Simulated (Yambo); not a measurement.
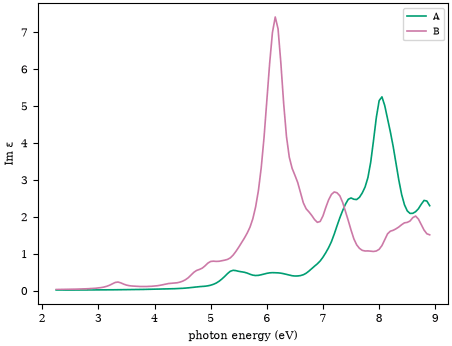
Fig. 1. Two computed absorption spectra of BaO$_{2}$ (space group I4/mmm, No. 139) (Yambo, PBEsol bands with the same scissor, field along x)

Axes are Cartesian, with cell vectors (Å) (-1.89, 1.89, 3.38), (1.89, -1.89, 3.38), (1.89, 1.89, -3.38).

### Question
Which curve includes the electron-hole attraction (BSE)?

### Answer
Curve B: the attraction moves weight to lower energy (centre of the plotted range 6.7 eV against 7.7 eV). Settings: 8×8×8 mesh, 4 valence and 4 conduction bands, static screening with 29 bands and a 4 Ry block, scissor 1.67 eV, Tamm-Dancoff. The scissor comes from a G0W0 run whose convergence isn't established. Broadening 0.15 eV. The band window holds all transitions up to 8.9 eV. On this mesh the peak heights and the fine structure are mesh artefacts; only the shift of weight is robust.

Geometry relaxed with PBEsol; primitive cell a = b = c = 4.3014 Å, α = β = 128.00°, γ = 76.63°.
